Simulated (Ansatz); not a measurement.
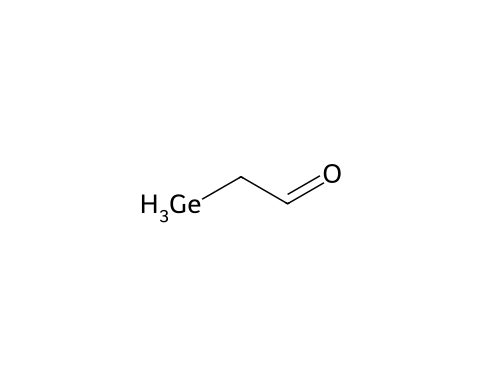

A structural formula.

Give its SMILES.

Answer. O=C[CH2][GeH3]

What is the molecular formula?

Answer. C2H6GeO.

An optimisation with PBE0-D4/def2-TZVP gave a structure of which point group?

Answer. C1. Other conformers may differ.

The parts below concern this one geometry. Atoms keep their numbers from picture to picture. The computed structure is the end point of a PBE0-D4/def2-TZVP optimisation. No frequency run is at hand to confirm it as a minimum.

### Geometry

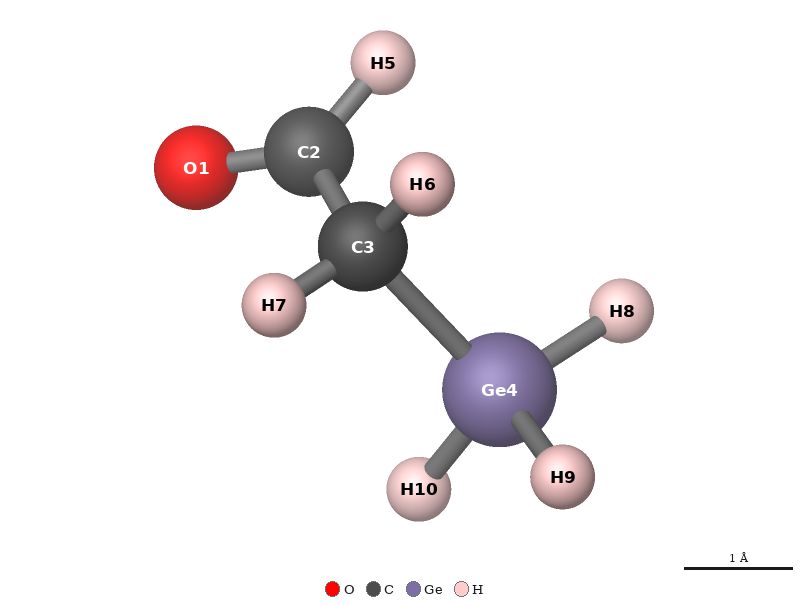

No frequency run is at hand to confirm it as a minimum.

Give these bond angles: O1–C2–C3, O1–C2–H5, C3–C2–H5, C2–C3–Ge4, C2–C3–H6, C2–C3–H7, Ge4–C3–H6, Ge4–C3–H7, C3–Ge4–H8, C3–Ge4–H9, C3–Ge4–H10.

```
     angle  degrees
  O1–C2–C3    124.8
  O1–C2–H5    120.3
  C3–C2–H5    115.0
 C2–C3–Ge4    109.8
  C2–C3–H6    110.9
  C2–C3–H7    110.7
 Ge4–C3–H6    106.6
 Ge4–C3–H7    107.9
 C3–Ge4–H8    109.4
 C3–Ge4–H9    108.2
C3–Ge4–H10    109.1
```

### Dipole moment

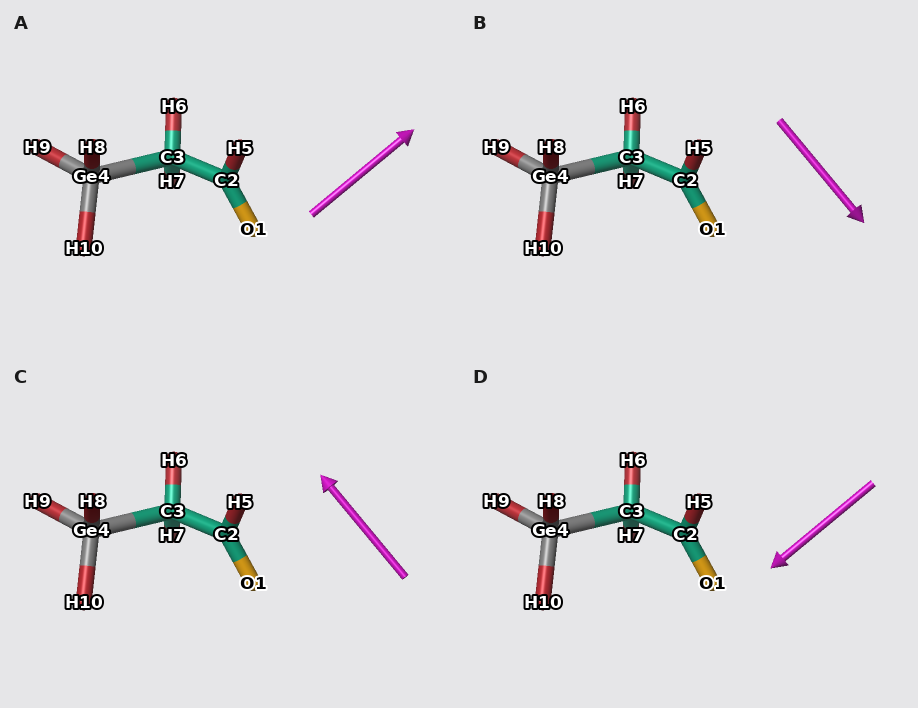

The same molecule four times, each with an arrow. No frequency run is at hand to confirm it as a minimum. Properties computed with RKS PBE-D4/def2-TZVPP (Ansatz 0.2.0).

Which arrow points along the dipole moment, from the negative to the positive end?

Answer. C. The dipole moment is 2.74 D; it points from the side of O1 to the side of H9 (the outermost atoms at the two ends).

### Electronic properties

No frequency run is at hand to confirm it as a minimum. Properties computed with RKS PBE0-D4/def2-TZVPP (Ansatz 0.2.0).

What is the LUMO energy (Kohn–Sham orbital)?

Answer. −0.84 eV.

Estimate the dispersion correction.

Answer. −14.5 kJ/mol.

Give the HOMO energy (Kohn–Sham orbital) at this level.

Answer. −7.43 eV.

### Charges

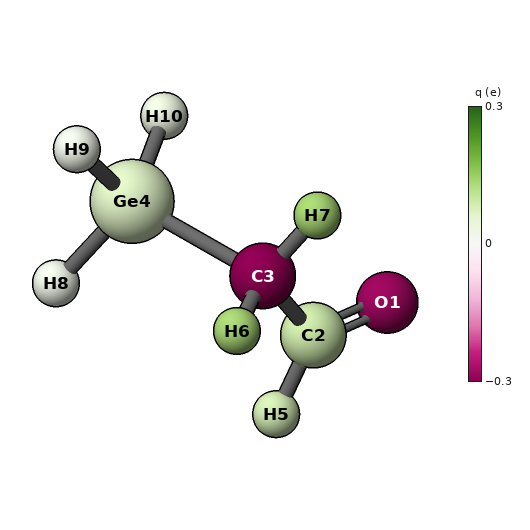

Atoms are coloured by their Mulliken charges. No frequency run is at hand to confirm it as a minimum. Method: RKS ωB97M-V/def2-TZVPP (Ansatz 0.2.0).

Which atom carries the highest charge (most positive or least negative)?

Answer. H7 (0.14 e).

And the lowest?

Answer. C3 (−0.30 e).

Give the Mulliken charges atom by atom.

| atom | value (e) |
| --- | --- |
| O1 | −0.28 |
| C2 | 0.09 |
| C3 | −0.30 |
| Ge4 | 0.07 |
| H5 | 0.08 |
| H6 | 0.13 |
| H7 | 0.14 |
| H8 | 0.02 |
| H9 | 0.02 |
| H10 | 0.03 |

Mulliken values depend strongly on the basis set and can even reverse the polarity of a bond.
